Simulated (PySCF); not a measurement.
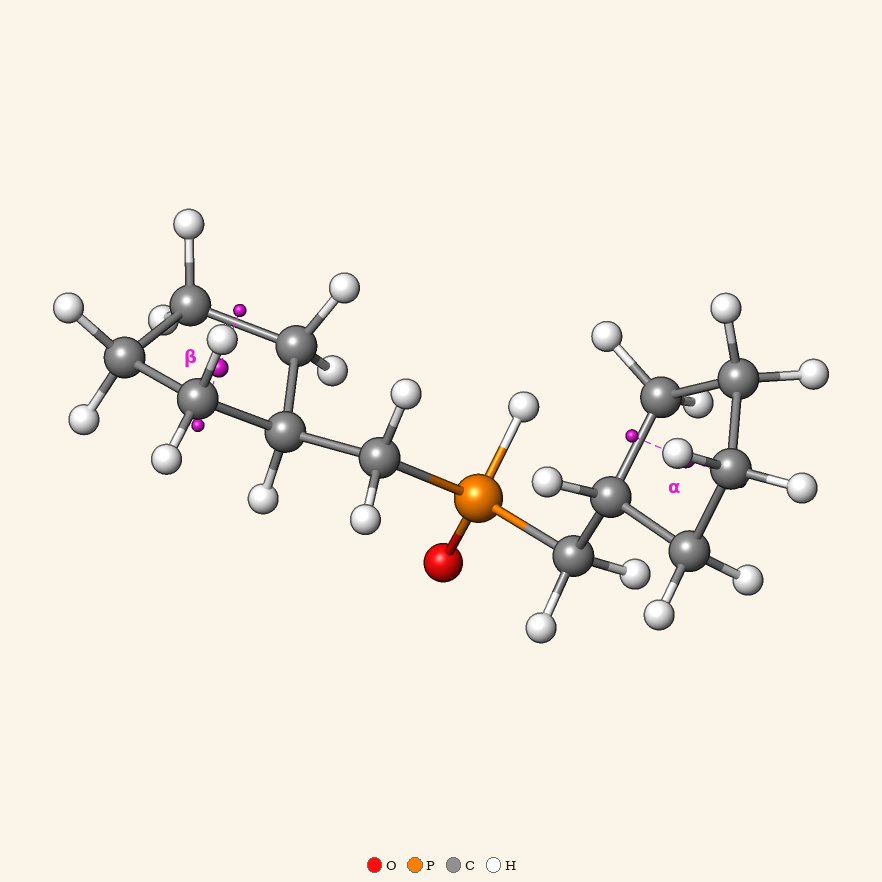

The small points mark where nucleus-independent chemical shifts (NICS) were computed: at the centre of each lettered ring and 1 Å above and below it. The computed structure is the end point of a PBE0-D3(BJ)/def2-SVP optimisation. No frequency run is at hand to confirm it as a minimum. Level of theory: GIAO HF/pcSseg-1 NMR shielding, non-relativistic, gas phase (PySCF 2.14.0).

Give NICS(0), NICS(1) and the out-of-plane component NICS(1)zz for each ring (means of the two sides).

```csv
ring,members,NICS(0),NICS(1),NICS(1)zz
α,C5,−5.9,−4.3,−3.4
β,C5,−5.7,−4.0,−3.0
```

Values in ppm.

What do the values say about the ring currents?

Ring α: weak, as in a non-aromatic ring. Ring β: weak, as in a non-aromatic ring. NICS is one index among several.
